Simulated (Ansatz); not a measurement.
# SiNH (singlet): B2PLYP, RKS PBE0, RPA-PBE over a scan of the distance N2–H3, 6-31G, part 2 of 2

Ansatz 0.2.0, Gaussian basis; 6-31G, all electrons in the functionals, frozen cores in the correlation of double hybrids and RPA.

## 16. RKS PBE0, 2.242 Å

The input, in.yaml:

```yaml
crystal:
  periodic: [false, false, false]
  atoms:
    - {symbol: Si, position_ang: [0.000000, 0.000000, -1.777758]}
    - {symbol: N, position_ang: [0.000000, 0.000000, -0.232121]}
    - {symbol: H, position_ang: [0.000000, 0.000000, 2.009879]}
basis:
  gaussian: {orbitals: 6-31G}
hamiltonian: {xc: {name: PBE0}}
```

Started as:

```
ansatz run in.yaml --threads 1 --pin off --events-out ev --progress --plain --max-ram 2393MiB
```

Log, cut to the lines that bear on the results:

```text
Functional definition: PBE0
  name "PBE0"
  cite "Adamo & Barone, J. Chem. Phys. 110, 6158 (1999) doi:10.1063/1.478522"
  cite "Perdew, Burke & Ernzerhof, Phys. Rev. Lett. 77, 3865 (1996) doi:10.1103/PhysRevLett.77.3865"
  parent pbe
[...]
305 factors; integrals over basis functions are off by at most 1.8e-4 eV
[...]
mean field -9370.42671082 eV, -344.3568301194 hartree, gradient 1.6e-5 eV, S^2 0.000000; 0 other end points of the search recorded, 0 dependent functions left out
reference -9370.42673201 eV, -344.3568308979 hartree; 11, 11 occupied and 13, 13 virtual orbitals, 305 factors
Total energy: -9370.42673201 eV, -344.3568308979 hartree
```

It took 0.39 s on 1 thread of Arm Neoverse V1, shared host.

## 17. RKS PBE0, 2.755 Å

The input, in.yaml:

```yaml
crystal:
  periodic: [false, false, false]
  atoms:
    - {symbol: Si, position_ang: [0.000000, 0.000000, -1.948758]}
    - {symbol: N, position_ang: [0.000000, 0.000000, -0.403121]}
    - {symbol: H, position_ang: [0.000000, 0.000000, 2.351879]}
basis:
  gaussian: {orbitals: 6-31G}
hamiltonian: {xc: {name: PBE0}}
```

Launched as before.

Log, cut to the lines that bear on the results:

```text
Functional definition: PBE0
  name "PBE0"
  cite "Adamo & Barone, J. Chem. Phys. 110, 6158 (1999) doi:10.1063/1.478522"
  cite "Perdew, Burke & Ernzerhof, Phys. Rev. Lett. 77, 3865 (1996) doi:10.1103/PhysRevLett.77.3865"
  parent pbe
[...]
305 factors; integrals over basis functions are off by at most 1.4e-4 eV
[...]
mean field -9369.26338851 eV, -344.3140788129 hartree, gradient 2.5e-5 eV, S^2 0.000000; 0 other end points of the search recorded, 0 dependent functions left out
reference -9369.26341128 eV, -344.3140796497 hartree; 11, 11 occupied and 13, 13 virtual orbitals, 305 factors
Total energy: -9369.26341128 eV, -344.3140796497 hartree
```

Run time: 0.39 s. Hardware: 1 thread of Arm Neoverse V1, shared host.

## 18. RKS PBE0, 3.475 Å

The input, in.yaml:

```yaml
crystal:
  periodic: [false, false, false]
  atoms:
    - {symbol: Si, position_ang: [0.000000, 0.000000, -2.188758]}
    - {symbol: N, position_ang: [0.000000, 0.000000, -0.643121]}
    - {symbol: H, position_ang: [0.000000, 0.000000, 2.831879]}
basis:
  gaussian: {orbitals: 6-31G}
hamiltonian: {xc: {name: PBE0}}
```

Same command.

Log, cut to the lines that bear on the results:

```text
Functional definition: PBE0
  name "PBE0"
  cite "Adamo & Barone, J. Chem. Phys. 110, 6158 (1999) doi:10.1063/1.478522"
  cite "Perdew, Burke & Ernzerhof, Phys. Rev. Lett. 77, 3865 (1996) doi:10.1103/PhysRevLett.77.3865"
  parent pbe
[...]
306 factors; integrals over basis functions are off by at most 1.0e-4 eV
[...]
mean field -9368.46885965 eV, -344.2848804158 hartree, gradient 8.7e-5 eV, S^2 0.000000; 1 other end points of the search recorded, 0 dependent functions left out
reference -9368.46888405 eV, -344.2848813127 hartree; 11, 11 occupied and 13, 13 virtual orbitals, 306 factors
Total energy: -9368.46888405 eV, -344.2848813127 hartree
```

Wall time 0.48 s (1 thread of Arm Neoverse V1, shared host).

## 19. RPA-PBE, 0.794 Å

The input, in.yaml:

```yaml
crystal:
  periodic: [false, false, false]
  atoms:
    - {symbol: Si, position_ang: [0.000000, 0.000000, 1.295091]}
    - {symbol: N, position_ang: [0.000000, 0.000000, -0.250546]}
    - {symbol: H, position_ang: [0.000000, 0.000000, -1.044546]}
basis:
  gaussian: {orbitals: 6-31G}
hamiltonian: {xc: {name: PBE}}
correlation: {method: rpa, electrons: outside_noble_gas}
```

The command is unchanged.

Log, cut to the lines that bear on the results:

```text
Functional definition: PBE
  name "PBE"
  cite "Perdew, Burke & Ernzerhof, Phys. Rev. Lett. 77, 3865 (1996) doi:10.1103/PhysRevLett.77.3865"
  parent pbe
[...]
305 factors; integrals over basis functions are off by at most 1.9e-4 eV
[...]
mean field -9373.98855674 eV, -344.4877255427 hartree, gradient 1.5e-6 eV, S^2 0.000000; 0 other end points of the search recorded, 0 dependent functions left out
6 core orbitals not correlated: weight in the atoms' cores, before any rotation towards them, 1.000 or more for the frozen orbitals, at most 0.000 for the correlated occupied ones
reference -9355.14814730 eV, -343.7953532660 hartree; 5, 5 occupied and 13, 13 virtual orbitals, 305 factors
Total energy: -9362.15099579 eV, -344.0527032016 hartree
```

Wall time 0.66 s (1 thread of Arm Neoverse V1, shared host).

## 20. RPA-PBE, 0.884 Å

The input, in.yaml:

```yaml
crystal:
  periodic: [false, false, false]
  atoms:
    - {symbol: Si, position_ang: [0.000000, 0.000000, 1.325091]}
    - {symbol: N, position_ang: [0.000000, 0.000000, -0.220546]}
    - {symbol: H, position_ang: [0.000000, 0.000000, -1.104546]}
basis:
  gaussian: {orbitals: 6-31G}
hamiltonian: {xc: {name: PBE}}
correlation: {method: rpa, electrons: outside_noble_gas}
```

Launched as before.

Log, cut to the lines that bear on the results:

```text
Functional definition: PBE
  name "PBE"
  cite "Perdew, Burke & Ernzerhof, Phys. Rev. Lett. 77, 3865 (1996) doi:10.1103/PhysRevLett.77.3865"
  parent pbe
[...]
305 factors; integrals over basis functions are off by at most 2.0e-4 eV
[...]
mean field -9375.30190821 eV, -344.5359903187 hartree, gradient 1.9e-6 eV, S^2 0.000000; 0 other end points of the search recorded, 0 dependent functions left out
6 core orbitals not correlated: weight in the atoms' cores, before any rotation towards them, 1.000 or more for the frozen orbitals, at most 0.000 for the correlated occupied ones
reference -9356.36634440 eV, -343.8401211840 hartree; 5, 5 occupied and 13, 13 virtual orbitals, 305 factors
Total energy: -9363.48961964 eV, -344.1018967205 hartree
```

Wall time 0.57 s (1 thread of Arm Neoverse V1, shared host).

## 21. RPA-PBE, 1.000 Å

The input, in.yaml:

```yaml
crystal:
  periodic: [false, false, false]
  atoms:
    - {symbol: Si, position_ang: [0.000000, 0.000000, -1.363630]}
    - {symbol: N, position_ang: [0.000000, 0.000000, 0.182007]}
    - {symbol: H, position_ang: [0.000000, 0.000000, 1.181623]}
basis:
  gaussian: {orbitals: 6-31G}
hamiltonian: {xc: {name: PBE}}
correlation: {method: rpa, electrons: outside_noble_gas}
```

Same command.

Log, cut to the lines that bear on the results:

```text
Functional definition: PBE
  name "PBE"
  cite "Perdew, Burke & Ernzerhof, Phys. Rev. Lett. 77, 3865 (1996) doi:10.1103/PhysRevLett.77.3865"
  parent pbe
[...]
305 factors; integrals over basis functions are off by at most 2.4e-4 eV
[...]
mean field -9375.79052941 eV, -344.5539468168 hartree, gradient 2.2e-6 eV, S^2 0.000000; 0 other end points of the search recorded, 0 dependent functions left out
6 core orbitals not correlated: weight in the atoms' cores, before any rotation towards them, 1.000 or more for the frozen orbitals, at most 0.000 for the correlated occupied ones
reference -9356.70320416 eV, -343.8525005516 hartree; 5, 5 occupied and 13, 13 virtual orbitals, 305 factors
Total energy: -9364.00041364 eV, -344.1206680536 hartree
```

Run time: 0.57 s. Hardware: 1 thread of Arm Neoverse V1, shared host.

## 22. RPA-PBE, 1.075 Å

The input, in.yaml:

```yaml
crystal:
  periodic: [false, false, false]
  atoms:
    - {symbol: Si, position_ang: [0.000000, 0.000000, 1.388758]}
    - {symbol: N, position_ang: [0.000000, 0.000000, -0.156879]}
    - {symbol: H, position_ang: [0.000000, 0.000000, -1.231879]}
basis:
  gaussian: {orbitals: 6-31G}
hamiltonian: {xc: {name: PBE}}
correlation: {method: rpa, electrons: outside_noble_gas}
```

The command is unchanged.

Log, cut to the lines that bear on the results:

```text
Functional definition: PBE
  name "PBE"
  cite "Perdew, Burke & Ernzerhof, Phys. Rev. Lett. 77, 3865 (1996) doi:10.1103/PhysRevLett.77.3865"
  parent pbe
[...]
305 factors; integrals over basis functions are off by at most 2.5e-4 eV
[...]
mean field -9375.70699233 eV, -344.5508768858 hartree, gradient 3.5e-6 eV, S^2 0.000000; 0 other end points of the search recorded, 0 dependent functions left out
6 core orbitals not correlated: weight in the atoms' cores, before any rotation towards them, 1.000 or more for the frozen orbitals, at most 0.000 for the correlated occupied ones
reference -9356.50707499 eV, -343.8452929376 hartree; 5, 5 occupied and 13, 13 virtual orbitals, 305 factors
Total energy: -9363.92893291 eV, -344.1180411853 hartree
```

It took 0.57 s on 1 thread of Arm Neoverse V1, shared host.

From 1.000 Å: +1.6 kcal/mol.

## 23. RPA-PBE, 1.245 Å

The input, in.yaml:

```yaml
crystal:
  periodic: [false, false, false]
  atoms:
    - {symbol: Si, position_ang: [0.000000, 0.000000, 1.445425]}
    - {symbol: N, position_ang: [0.000000, 0.000000, -0.100212]}
    - {symbol: H, position_ang: [0.000000, 0.000000, -1.345212]}
basis:
  gaussian: {orbitals: 6-31G}
hamiltonian: {xc: {name: PBE}}
correlation: {method: rpa, electrons: outside_noble_gas}
```

Same command.

Log, cut to the lines that bear on the results:

```text
Functional definition: PBE
  name "PBE"
  cite "Perdew, Burke & Ernzerhof, Phys. Rev. Lett. 77, 3865 (1996) doi:10.1103/PhysRevLett.77.3865"
  parent pbe
[...]
305 factors; integrals over basis functions are off by at most 2.2e-4 eV
[...]
mean field -9374.99212434 eV, -344.5246059717 hartree, gradient 7.0e-7 eV, S^2 0.000000; 2 other end points of the search recorded, 0 dependent functions left out
6 core orbitals not correlated: weight in the atoms' cores, before any rotation towards them, 1.000 or more for the frozen orbitals, at most 0.000 for the correlated occupied ones
reference -9355.50681224 eV, -343.8085339594 hartree; 5, 5 occupied and 13, 13 virtual orbitals, 305 factors
Total energy: -9363.24301579 eV, -344.0928341961 hartree
```

It took 0.69 s on 1 thread of Arm Neoverse V1, shared host.

From 1.000 Å: +17.5 kcal/mol.

## 24. RPA-PBE, 1.383 Å

The input, in.yaml:

```yaml
crystal:
  periodic: [false, false, false]
  atoms:
    - {symbol: Si, position_ang: [0.000000, 0.000000, 1.491425]}
    - {symbol: N, position_ang: [0.000000, 0.000000, -0.054212]}
    - {symbol: H, position_ang: [0.000000, 0.000000, -1.437212]}
basis:
  gaussian: {orbitals: 6-31G}
magnetization: {spin_polarized: true, initial_magnetization: 0}
hamiltonian: {xc: {name: PBE}}
correlation: {method: rpa, electrons: outside_noble_gas}
```

Same command.

Log, cut to the lines that bear on the results:

```text
Functional definition: PBE
  name "PBE"
  cite "Perdew, Burke & Ernzerhof, Phys. Rev. Lett. 77, 3865 (1996) doi:10.1103/PhysRevLett.77.3865"
  parent pbe
[...]
305 factors; integrals over basis functions are off by at most 1.9e-4 eV
[...]
mean field -9374.21914848 eV, -344.4961996326 hartree, gradient 2.5e-6 eV, S^2 0.000000; 0 other end points of the search recorded, 0 dependent functions left out
6 core orbitals not correlated: weight in the atoms' cores, before any rotation towards them, 1.000 or more for the frozen orbitals, at most 0.000 for the correlated occupied ones
reference -9354.47379902 eV, -343.7705714239 hartree; 5, 5 occupied and 13, 13 virtual orbitals, 305 factors
Total energy: -9362.50028771 eV, -344.0655394426 hartree
```

Wall time 0.75 s (1 thread of Arm Neoverse V1, shared host).

From the report: ⟨S²⟩ of the determinant 0.000 (pure singlet: 0.00).

From 1.000 Å: +34.6 kcal/mol.

## 25. RPA-PBE, 1.561 Å

The input, in.yaml:

```yaml
crystal:
  periodic: [false, false, false]
  atoms:
    - {symbol: Si, position_ang: [0.000000, 0.000000, -1.550758]}
    - {symbol: N, position_ang: [0.000000, 0.000000, -0.005121]}
    - {symbol: H, position_ang: [0.000000, 0.000000, 1.555879]}
basis:
  gaussian: {orbitals: 6-31G}
magnetization: {spin_polarized: true, initial_magnetization: 0}
hamiltonian: {xc: {name: PBE}}
correlation: {method: rpa, electrons: outside_noble_gas}
```

Launched as before.

Log, cut to the lines that bear on the results:

```text
Functional definition: PBE
  name "PBE"
  cite "Perdew, Burke & Ernzerhof, Phys. Rev. Lett. 77, 3865 (1996) doi:10.1103/PhysRevLett.77.3865"
  parent pbe
[...]
305 factors; integrals over basis functions are off by at most 1.6e-4 eV
[...]
mean field -9373.23130842 eV, -344.4598971802 hartree, gradient 9.4e-7 eV, S^2 0.000000; 0 other end points of the search recorded, 0 dependent functions left out
6 core orbitals not correlated: weight in the atoms' cores, before any rotation towards them, 1.000 or more for the frozen orbitals, at most 0.000 for the correlated occupied ones
reference -9353.11976419 eV, -343.7208115617 hartree; 5, 5 occupied and 13, 13 virtual orbitals, 305 factors
Total energy: -9361.56409506 eV, -344.0311349975 hartree
```

Wall time 0.75 s (1 thread of Arm Neoverse V1, shared host).

From the report: ⟨S²⟩ of the determinant 0.000 (pure singlet: 0.00).

From 1.000 Å: +56.2 kcal/mol.

## 26. RPA-PBE, 1.850 Å

The input, in.yaml:

```yaml
crystal:
  periodic: [false, false, false]
  atoms:
    - {symbol: Si, position_ang: [0.000000, 0.000000, -1.647091]}
    - {symbol: N, position_ang: [0.000000, 0.000000, -0.101454]}
    - {symbol: H, position_ang: [0.000000, 0.000000, 1.748546]}
basis:
  gaussian: {orbitals: 6-31G}
magnetization: {spin_polarized: true, initial_magnetization: 0}
hamiltonian: {xc: {name: PBE}}
correlation: {method: rpa, electrons: outside_noble_gas}
```

Launched as before.

Log, cut to the lines that bear on the results:

```text
Functional definition: PBE
  name "PBE"
  cite "Perdew, Burke & Ernzerhof, Phys. Rev. Lett. 77, 3865 (1996) doi:10.1103/PhysRevLett.77.3865"
  parent pbe
[...]
305 factors; integrals over basis functions are off by at most 1.5e-4 eV
[...]
mean field -9371.88484720 eV, -344.4104156429 hartree, gradient 2.1e-7 eV, S^2 0.000000; 2 other end points of the search recorded, 0 dependent functions left out
6 core orbitals not correlated: weight in the atoms' cores, before any rotation towards them, 1.000 or more for the frozen orbitals, at most 0.000 for the correlated occupied ones
reference -9351.15334938 eV, -343.6485471502 hartree; 5, 5 occupied and 13, 13 virtual orbitals, 305 factors
Total energy: -9360.33482663 eV, -343.9859602159 hartree
```

Run time: 1.1 s. Hardware: 1 thread of Arm Neoverse V1, shared host.

From the report: ⟨S²⟩ of the determinant 0.000 (pure singlet: 0.00).

From 1.000 Å: +84.5 kcal/mol.

## 27. RPA-PBE, 2.242 Å

The input, in.yaml:

```yaml
crystal:
  periodic: [false, false, false]
  atoms:
    - {symbol: Si, position_ang: [0.000000, 0.000000, -1.777758]}
    - {symbol: N, position_ang: [0.000000, 0.000000, -0.232121]}
    - {symbol: H, position_ang: [0.000000, 0.000000, 2.009879]}
basis:
  gaussian: {orbitals: 6-31G}
magnetization: {spin_polarized: true, initial_magnetization: 0}
hamiltonian: {xc: {name: PBE}}
correlation: {method: rpa, electrons: outside_noble_gas}
```

Same command.

Log, cut to the lines that bear on the results:

```text
Functional definition: PBE
  name "PBE"
  cite "Perdew, Burke & Ernzerhof, Phys. Rev. Lett. 77, 3865 (1996) doi:10.1103/PhysRevLett.77.3865"
  parent pbe
[...]
305 factors; integrals over basis functions are off by at most 1.8e-4 eV
[...]
mean field -9370.82122728 eV, -344.3713283319 hartree, gradient 1.8e-6 eV, S^2 0.594743; 3 other end points of the search recorded, 0 dependent functions left out
6 core orbitals not correlated: weight in the atoms' cores, before any rotation towards them, 1.000 or more for the frozen orbitals, at most 0.000 for the correlated occupied ones
reference -9350.85558625 eV, -343.6376045573 hartree; 5, 5 occupied and 13, 13 virtual orbitals, 305 factors
Total energy: -9359.21880385 eV, -343.9449471351 hartree
```

Wall time 1.9 s (1 thread of Arm Neoverse V1, shared host).

From the report: ⟨S²⟩ of the determinant 0.595 (pure singlet: 0.00). The determinant is far from a pure spin state, so its energy mixes those of several spin states (harmless only where they are near-degenerate, as at dissociation).

From 1.000 Å: +110.3 kcal/mol.

## 28. RPA-PBE, 2.755 Å

The input, in.yaml:

```yaml
crystal:
  periodic: [false, false, false]
  atoms:
    - {symbol: Si, position_ang: [0.000000, 0.000000, -1.948758]}
    - {symbol: N, position_ang: [0.000000, 0.000000, -0.403121]}
    - {symbol: H, position_ang: [0.000000, 0.000000, 2.351879]}
basis:
  gaussian: {orbitals: 6-31G}
magnetization: {spin_polarized: true, initial_magnetization: 0}
hamiltonian: {xc: {name: PBE}}
correlation: {method: rpa, electrons: outside_noble_gas}
```

Same command.

Log, cut to the lines that bear on the results:

```text
Functional definition: PBE
  name "PBE"
  cite "Perdew, Burke & Ernzerhof, Phys. Rev. Lett. 77, 3865 (1996) doi:10.1103/PhysRevLett.77.3865"
  parent pbe
[...]
305 factors; integrals over basis functions are off by at most 1.4e-4 eV
[...]
mean field -9370.41797147 eV, -344.3565089541 hartree, gradient 7.1e-6 eV, S^2 0.891501; 9 other end points of the search recorded, 0 dependent functions left out
6 core orbitals not correlated: weight in the atoms' cores, before any rotation towards them, 1.000 or more for the frozen orbitals, at most 0.000 for the correlated occupied ones
reference -9350.96992100 eV, -343.6418062817 hartree; 5, 5 occupied and 13, 13 virtual orbitals, 305 factors
Total energy: -9358.94118255 eV, -343.9347447404 hartree
```

It took 2.9 s on 1 thread of Arm Neoverse V1, shared host.

From the report: ⟨S²⟩ of the determinant 0.892 (pure singlet: 0.00). The determinant is far from a pure spin state, so its energy mixes those of several spin states (harmless only where they are near-degenerate, as at dissociation).

From 1.000 Å: +116.7 kcal/mol.

## 29. RPA-PBE, 3.475 Å

The input, in.yaml:

```yaml
crystal:
  periodic: [false, false, false]
  atoms:
    - {symbol: Si, position_ang: [0.000000, 0.000000, -2.188758]}
    - {symbol: N, position_ang: [0.000000, 0.000000, -0.643121]}
    - {symbol: H, position_ang: [0.000000, 0.000000, 2.831879]}
basis:
  gaussian: {orbitals: 6-31G}
magnetization: {spin_polarized: true, initial_magnetization: 0}
hamiltonian: {xc: {name: PBE}}
correlation: {method: rpa, electrons: outside_noble_gas}
```

Launched as before.

Log, cut to the lines that bear on the results:

```text
Functional definition: PBE
  name "PBE"
  cite "Perdew, Burke & Ernzerhof, Phys. Rev. Lett. 77, 3865 (1996) doi:10.1103/PhysRevLett.77.3865"
  parent pbe
[...]
306 factors; integrals over basis functions are off by at most 1.0e-4 eV
[...]
mean field -9370.29101367 eV, -344.3518433409 hartree, gradient 4.2e-6 eV, S^2 0.988386; 10 other end points of the search recorded, 0 dependent functions left out
6 core orbitals not correlated: weight in the atoms' cores, before any rotation towards them, 1.000 or more for the frozen orbitals, at most 0.000 for the correlated occupied ones
reference -9351.14107935 eV, -343.6480962349 hartree; 5, 5 occupied and 13, 13 virtual orbitals, 306 factors
Total energy: -9358.97339591 eV, -343.9359285595 hartree
```

Wall time 3.8 s (1 thread of Arm Neoverse V1, shared host).

From the report: ⟨S²⟩ of the determinant 0.988 (pure singlet: 0.00). The determinant is far from a pure spin state, so its energy mixes those of several spin states (harmless only where they are near-degenerate, as at dissociation).

From 1.000 Å: +115.9 kcal/mol.

## 30. The comparison

The yardstick is full CI for this spin, exact in this basis with these frozen cores. It comes from earlier runs at the same points. Energies in kcal/mol, counted from 1.000 Å; blanks weren't run or aren't comparable.

```csv
level,0.794 Å,0.884 Å,1.000 Å,1.075 Å,1.245 Å,1.383 Å,1.561 Å,1.850 Å,2.242 Å,2.755 Å,3.475 Å
FCI,41.5,11.1,0.0,2.1,18.7,36.5,58.6,86.5,106.7,115.0,117.0
B2PLYP,40.0,10.4,0.0,2.5,20.3,39.1,63.1,100.2,121.0,127.5,129.0
RKS PBE0,39.6,10.1,0.0,2.8,21.3,40.9,66.1,101.2,135.4,162.2,180.5
RPA-PBE,42.6,11.8,0.0,1.6,17.5,34.6,56.2,84.5,110.3,116.7,115.9
```

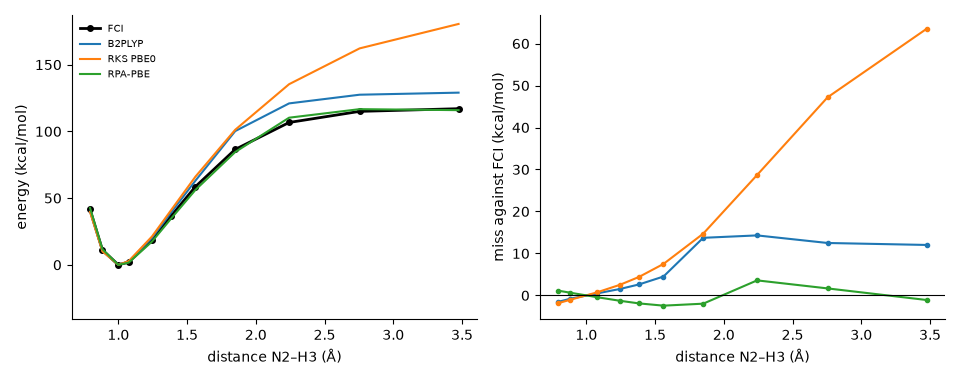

Left: the curves (the axis may cut off levels that run far away). Right: misses against FCI, in the same colours.

Largest miss and mean time a point (FCI took 1.9 min a point; shared hosts):

```csv
level,largest miss (kcal/mol),where,time a point
B2PLYP,+14.3,2.242 Å,1.5 s
RKS PBE0,+63.5,3.475 Å,0.4 s
RPA-PBE,+3.6,2.242 Å,1.3 s
```

## 31. Summary of results

What follows sums up all 2 parts.

| quantity | value |
| --- | --- |
| span of the FCI curve | 117.0 kcal/mol |
| largest miss, B2PLYP | +14.3 kcal/mol (2.242 Å) |
| largest miss, RKS PBE0 | +63.5 kcal/mol (3.475 Å) |
| largest miss, RPA-PBE | +3.6 kcal/mol (2.242 Å) |

**Reading.** Misses are known at 10 of 10 points at best, and only functionals with that many are ranked. Of the functionals, RPA-PBE keep the smallest largest miss at the points compared (at most 3.6 kcal/mol) and RKS PBE0 strays most (63.5 kcal/mol, at 3.475 Å). B2PLYP, RPA-PBE clearly break the spin symmetry at some points (⟨S²⟩ up to 1.10 above the pure value), so energy there is bought with a mixed spin. Functionals and the yardstick converge differently with the basis, so part of each miss in 6-31G is the basis.
